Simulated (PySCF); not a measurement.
Vertical excitations of a molecule C8H6N2O3S from TDA-LC-ωPBE/def2-SVP run with PySCF, as energy in eV (oscillator strength): 4.96 (0.475), 5.22 (0.319), 5.88 (0.001), 6.39 (0.001), 6.68 (0.000), 6.78 (0.018). Lowest triplet (TDA): 2.86 eV. Coordinates come from a PBE-D3(BJ)/def2-SVP optimisation. One conformer was computed; it need not be the lowest.

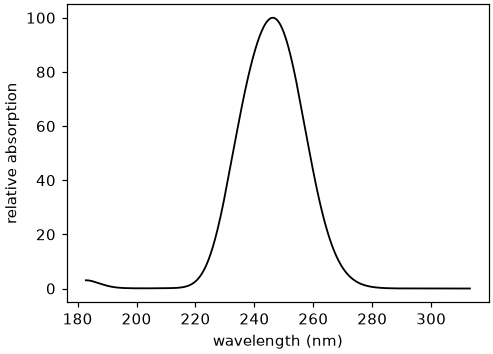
Figure: The lines broadened by 0.4 eV.

Which molecule gave these data?
(A) O=S(=O)(c1ccccc1)c1nnco1
(B) c1nnc(-c2scc3c2OCCO3)o1
(C) C#Cc1ncc(C=O)nc1S(C)(=O)=O
(D) C#Cc1cnc(C=O)nc1S(C)(=O)=O

B, c1nnc(-c2scc3c2OCCO3)o1
